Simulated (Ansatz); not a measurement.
Start from BaZrO₃ in the cubic perovskite structure (space group Pm-3m, No. 221; a = 4.181 Å).

Structures relaxed with Kohn–Sham DFT with the PBEsol functional, run in Ansatz (an electronic-structure program) with PAW and 420 eV plane waves, scalar-relativistic without spin-orbit coupling.

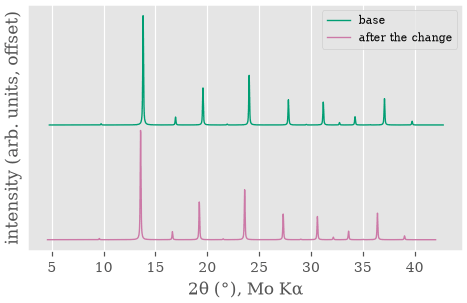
Fig. 1. Simulated powder patterns before (top) and after one change

### Question
Which change produced these results?
A. isotropic strain +3.00 %
B. isotropic strain +1.80 %
C. isotropic strain +0.60 %

### Answer
B, isotropic strain +1.80 %. Its volume per atom is 15.42 Å³ against 14.61 Å³, and its space group is Pm-3m (No. 221).

Whether these cells are dynamically stable was not tested.
